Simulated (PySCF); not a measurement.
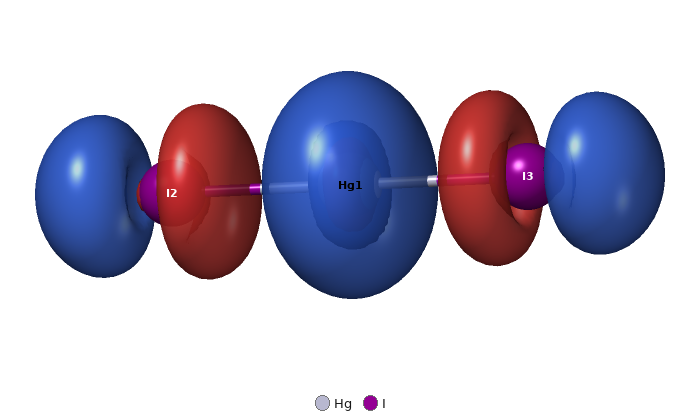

Figure 1: HgI$_{2}$ (Hg(I)2). The LUMO at ±0.1 Å⁻³ᐟ² (blue and red are the two phases), seen from one side.

Core potentials replace the inner electrons of Hg and I.

Theory: RKS PBE0, Hg def2-SVP with ECP60, I def2-SVP with ECP28; non-relativistic Hamiltonian with scalar-relativistic core potentials where named; density fitting in PySCF.

**Where does this orbital lie, and at what energy?**

It lies mainly on Hg1 (about 40 %), I2 (about 30 %) and I3 (about 30 %); it is of σ type; it is gerade (even under inversion). Its energy is −2.89 eV.
